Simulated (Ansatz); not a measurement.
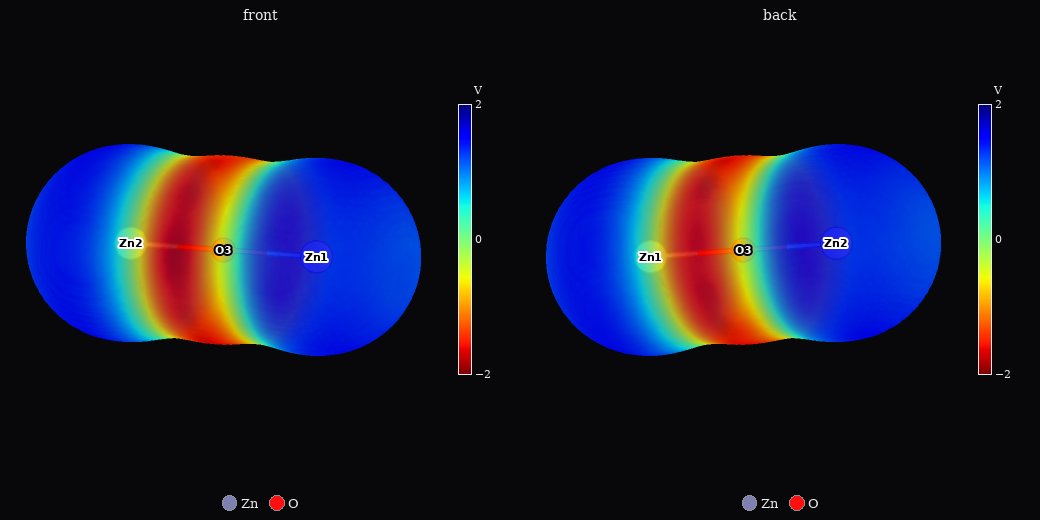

Figure. OZn2. The electrostatic potential painted on the density surface at 0.004 e/bohr³, seen from the front and from behind; red is negative and blue positive.

Geometry: PBE-D4/def2-TZVP.

All numbers below come from RKS PBE0-D4/def2-TZVP (Ansatz 0.2.0).

Question: Describe the electrostatic potential map.

Answer: The most negative region (about −1.7 V) lies over O3, the most positive (about +1.5 V) over Zn1 and Zn2. O3 is the likeliest acceptor of a hydrogen bond.
